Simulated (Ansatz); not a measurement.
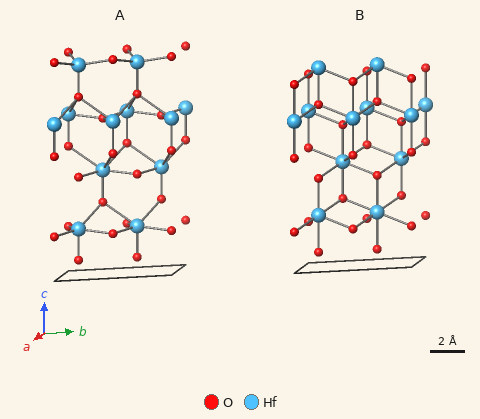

Two geometries of a slab of composition HfO2 (cut from the Fm-3m phase), drawn at one scale. One is the start of a relaxation, the other its converged end. Style: ball-and-stick. Shown: the 1 × 2 repeat of the cell, outlined in the plane, without the vacuum, slightly off an axis.

Theory: DFT PBE, scalar-relativistic, plane waves, PAW in Ansatz 0.2.0. Settings: plane-wave cutoff 420 eV; k-point mesh 9 × 9 × 1; occupations gaussian; smearing width 0.05 eV; no spin polarisation; dipole correction; atoms relaxed in a fixed cell; force threshold 0.02 eV/Å; at most 60 steps.

Which geometry has the lower energy?

Structure A is the relaxed one. The slab is the (1 1 1) face of HfO2. After 13 geometry steps the energy has fallen by 2.609 eV per cell of the calculation. The largest force component goes from 3.8 to 0.0072 eV/Å. The largest move relative to the layer's centre is that of an O atom, 1.31 Å along the normal (+c). Largest moves by element: O 1.31 Å, Hf 0.83 Å. The lattice vectors keep their values. Among the contacts that change: Hf–O 2.207 → 3.698 Å, Hf–O 2.207 → 3.098 Å, Hf–O 2.207 → 1.859 Å, Hf–O 2.207 → 2.492 Å. Bonds break, among them: Hf–O (2.21 → 3.10 Å), Hf–O (2.21 → 3.70 Å). Bond angles that change, for instance: O–Hf–O 70.5° → 101.2°, Hf–O–Hf 109.5° → 92.7°, Hf–O–Hf 109.5° → 123.4°. The run may lie on a higher electronic state than the lowest, so the end point isn't shown to be the ground-state structure.
